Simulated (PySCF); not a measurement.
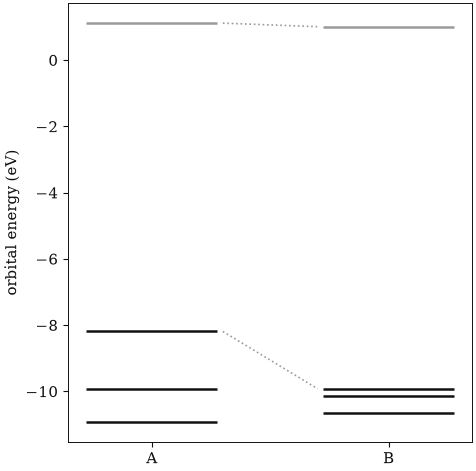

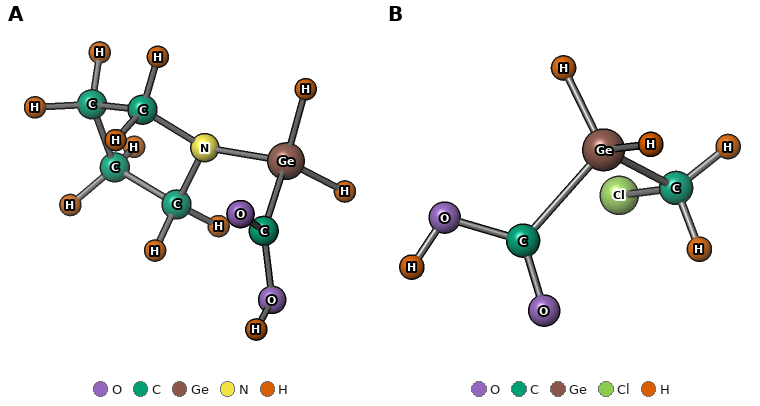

Related molecules: A is C₅H₁₁GeNO₂, SMILES O=[C](O)[GeH2][N]1CCCC1, singlet; B is C₂H₅ClGeO₂, SMILES O=[C](O)[GeH2][CH2]Cl, singlet. Frontier orbital energies, ωB97X-D/def2-SVPD with PySCF, at a PBE0-D3(BJ)/def2-SVP geometry (no frequency check); drawn are at most three filled levels and, in grey, the LUMO with any level within 0.03 eV of it; dotted lines join the HOMOs and the LUMOs.

Question: What does the change do to the frontier levels?

Answer: From A to B the HOMO falls by 1.73 eV and the LUMO falls by 0.11 eV, so the separation goes from 9.31 to 10.93 eV.

Question: Does the ΔSCF ionisation energy follow the HOMO?

Answer: A: −ε(HOMO) 8.19, ΔSCF 8.17 eV; B: −ε(HOMO) 9.92, ΔSCF 10.21 eV.

Caveats, for all or some of the runs: empty levels above zero depend strongly on the basis; one conformer of a flexible molecule.
